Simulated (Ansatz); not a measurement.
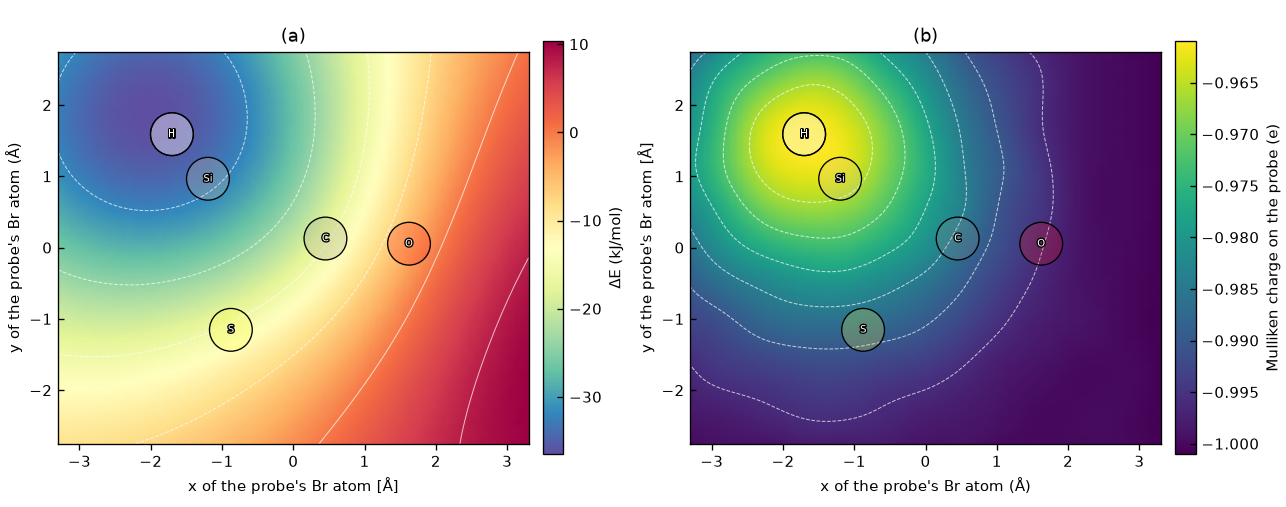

CH₂OSSi (SMILES O=C1[SiH2]S1) with the probe Br-. 
- The probe is moved over a plane parallel to the molecule's main plane, 4.33 Å above it.
- First axis: x of the probe's Br atom. Second axis: y of the probe's Br atom.
- Nothing is relaxed (molecule and probe rigid).
- The grid has 13 × 11 points.
- Points are written as (first, second).
- Energies are in kJ/mol, from molecule and probe far apart, each relaxed in its own basis (no counterpoise correction).
- All numbers below come from Ansatz 0.2.0, RKS BHLYP-D4/def2-SVPD.

Panel (a) is the energy; panel (b) is the computed Mulliken charge on the probe, in e.

Drawn: a smooth colour map with a few white contour lines, labelled circles for the molecule's atoms, projected on the plane. Between grid points the surface is interpolated.

How does the Mulliken charge on the probe vary over the map, and what is it at the lowest grid point?

Answer. Leaving out the highest fifth of the energies, it runs from −1.00 e at (3.30 Å, 2.75 Å) to −0.96 e at (−1.65 Å, 1.65 Å) [nearest 1 H at 3.10 Å]. At the lowest grid point, (−2.20 Å, 1.65 Å) [nearest 1 H at 3.14 Å], it is −0.96 e.
